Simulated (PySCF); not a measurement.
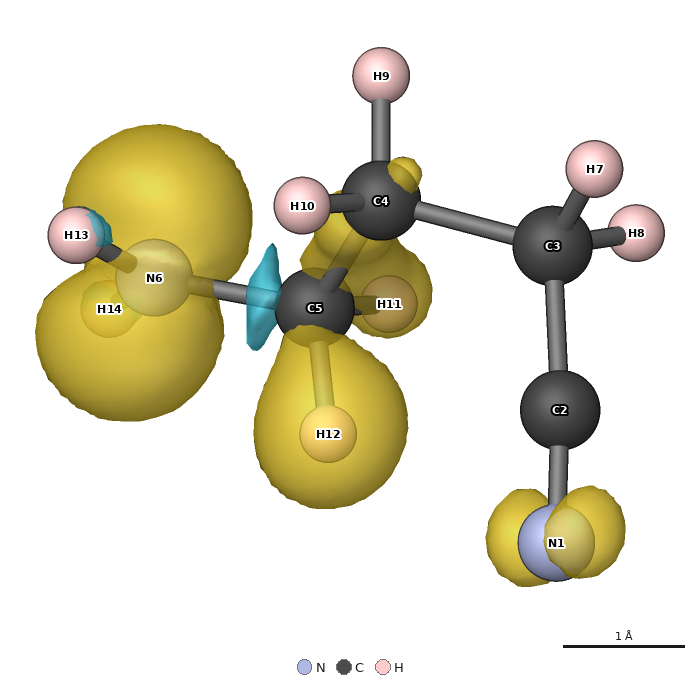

The picture shows: C$_{4}$H$_{8}$N$_{2}$ (charge +1, doublet). Isosurfaces of the spin density at +0.03 (yellow) and −0.03 e/Å³ (cyan), seen at a tilt.

Geometry: GFN2-xTB.

Method: UKS B3LYP, pcH-1 on C H N, non-relativistic, mean-field spin-orbit, GIAO (PySCF).

```json
{"atom": "N", "x (Å)": "-1.8847", "y (Å)": "2.0885", "z (Å)": "1.0440"}
{"atom": "C", "x (Å)": "-1.8231", "y (Å)": "1.0481", "z (Å)": "0.5801"}
{"atom": "C", "x (Å)": "-1.6123", "y (Å)": "-0.2389", "z (Å)": "-0.0302"}
{"atom": "C", "x (Å)": "-0.1763", "y (Å)": "-0.7142", "z (Å)": "0.1812"}
{"atom": "C", "x (Å)": "0.8503", "y (Å)": "0.2542", "z (Å)": "-0.4078"}
{"atom": "N", "x (Å)": "2.1764", "y (Å)": "-0.0956", "z (Å)": "-0.1561"}
{"atom": "H", "x (Å)": "-2.3141", "y (Å)": "-0.9411", "z (Å)": "0.4298"}
{"atom": "H", "x (Å)": "-1.8555", "y (Å)": "-0.1522", "z (Å)": "-1.0933"}
{"atom": "H", "x (Å)": "-0.0563", "y (Å)": "-1.6836", "z (Å)": "-0.3134"}
{"atom": "H", "x (Å)": "0.0117", "y (Å)": "-0.8643", "z (Å)": "1.2476"}
{"atom": "H", "x (Å)": "0.7086", "y (Å)": "0.4159", "z (Å)": "-1.4863"}
{"atom": "H", "x (Å)": "0.6232", "y (Å)": "1.2486", "z (Å)": "0.0488"}
{"atom": "H", "x (Å)": "2.4277", "y (Å)": "-0.6076", "z (Å)": "0.6769"}
{"atom": "H", "x (Å)": "2.9237", "y (Å)": "0.2418", "z (Å)": "-0.7433"}
```

**Where is the unpaired spin?**

The unpaired spin (1 electron) lies mostly on N6 (about 0.6), C5 (about 0.1) and H12 (about 0.1), in electrons by Hirshfeld's partition.
